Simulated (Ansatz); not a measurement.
The structure below was relaxed with PBEsol (Ansatz, a program for electronic structure; PAW; 420 eV plane waves; without spin-orbit coupling), earlier PAW set.

```
YTi
1.0
    3.21352     0.00000     0.00000
    0.00000     3.21352     0.00000
    0.00000     0.00000     4.42244
Y Ti
1 1
Direct
  0.50000   0.50000   0.50000
  0.00000   0.00000   0.00000
```

**Question.** Find the space group and the Wyckoff positions.

**Answer.** Space group P4/mmm (No. 123); a = b = 3.214 Å, c = 4.422 Å, α = β = γ = 90.00°

```tsv
atom	site	symmetry	x	y	z
Y	1d	4/mmm	0.5000	0.5000	0.5000
Ti	1a	4/mmm	0.0000	0.0000	0.0000
```

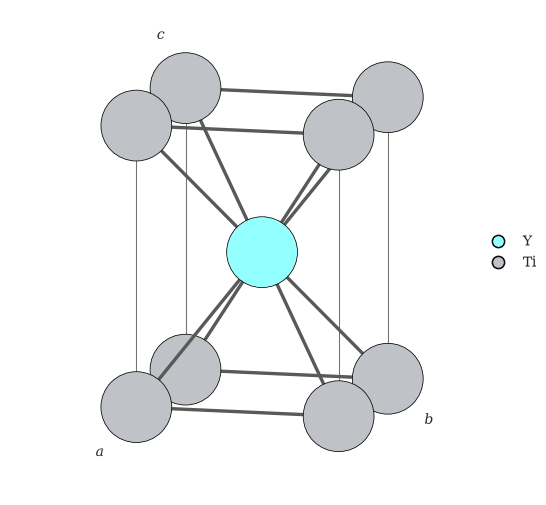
Figure. The conventional cell

Whether these cells are dynamically stable was not tested. All final runs are without spin polarisation. An odd electron count without spin: YTi. The cell was made from TiAl by this change: Al → Y; the result is a hypothetical phase, not in the database extracts checked.
